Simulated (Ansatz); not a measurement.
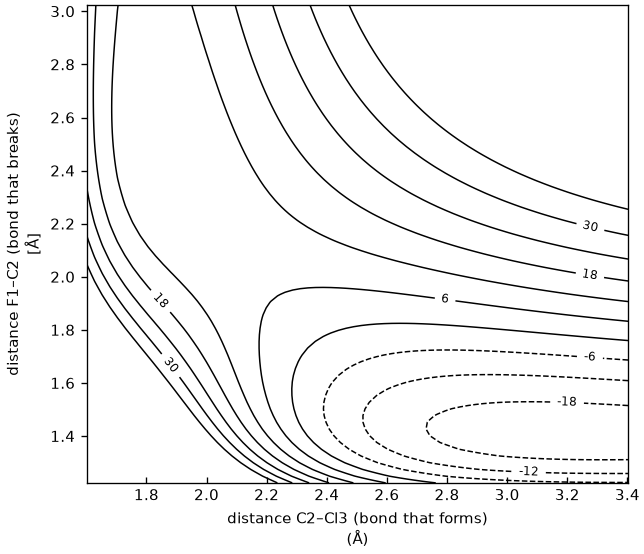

Energy landscape of the reacting system CH₃ClF (fragments CH₃F + Cl where the first distance is long, F + CH₃Cl where the second is long), charge −1. Coordinates scanned: (1) distance C2–Cl3 (bond that forms); (2) distance F1–C2 (bond that breaks). Relaxed at each point: all other coordinates. Grid: 13 × 13 points. Points are written as (first, second). All energies are given in kcal/mol relative to a guessed transition structure relaxed with its forming and breaking bonds held. The reference is spin-restricted, so regions where a bond is pulled apart into radicals lie too high. These are results of RKS PBE0-D4/def2-SVPD in Ansatz 0.2.0, not measurements.

In the figure: contour lines labelled in kcal/mol (none above 36). Between grid points the surface is interpolated. 

Where are the wells?

Answer. The lowest grid point is at (3.216 Å, 1.416 Å), −22 kcal/mol from a guessed transition structure relaxed with its forming and breaking bonds held. The highest grid point, (1.602 Å, 1.224 Å), lies 202 kcal/mol above the lowest.

The values on the grid:

| second ↓, first → | 1.602 | 1.683 | 1.794 | 1.920 | 2.058 | 2.205 | 2.359 | 2.520 | 2.686 | 2.858 | 3.035 | 3.216 | 3.402 |
| --- | --- | --- | --- | --- | --- | --- | --- | --- | --- | --- | --- | --- | --- |
| 3.024 | 22 | 13 | 9 | 11 | 16 | 23 | 31 | 38 | 45 | 51 | 57 | 62 | 67 |
| 2.838 | 21 | 13 | 8 | 9 | 14 | 21 | 27 | 34 | 41 | 47 | 52 | 57 | 61 |
| 2.657 | 21 | 12 | 7 | 8 | 12 | 18 | 24 | 30 | 36 | 41 | 47 | 51 | 55 |
| 2.480 | 22 | 13 | 7 | 7 | 10 | 15 | 20 | 25 | 30 | 35 | 40 | 44 | 48 |
| 2.308 | 25 | 15 | 8 | 7 | 9 | 12 | 16 | 20 | 24 | 28 | 32 | 36 | 39 |
| 2.142 | 31 | 20 | 12 | 8 | 8 | 9 | 11 | 14 | 17 | 20 | 23 | 26 | 29 |
| 1.981 | 41 | 28 | 18 | 12 | 9 | 7 | 7 | 7 | 9 | 11 | 13 | 15 | 18 |
| 1.827 | 56 | 41 | 27 | 17 | 10 | 5 | 2 | 0 | 0 | 1 | 2 | 4 | 6 |
| 1.680 | 75 | 57 | 39 | 25 | 14 | 5 | −2 | −6 | −8 | −9 | −9 | −8 | −7 |
| 1.542 | 98 | 77 | 55 | 35 | 19 | 6 | −4 | −11 | −15 | −17 | −17 | −17 | −17 |
| 1.416 | 123 | 100 | 73 | 49 | 28 | 11 | −2 | −11 | −17 | −20 | −21 | −22 | −21 |
| 1.305 | 153 | 127 | 97 | 69 | 44 | 23 | 7 | −4 | −11 | −15 | −17 | −17 | −18 |
| 1.224 | 181 | 154 | 123 | 92 | 64 | 40 | 22 | 10 | 2 | −2 | −4 | −5 | −6 |

Each point was launched as `ansatz run input.yaml --threads 1 --pin off --max-ram 2560MiB --backend cpu --events-out ev --progress --plain --runs-dir out`. Time for the 169 points that were run: 7.2 min on 1 thread of AMD EPYC 9R45 96-Core Processor (Zen 5) (shared host).
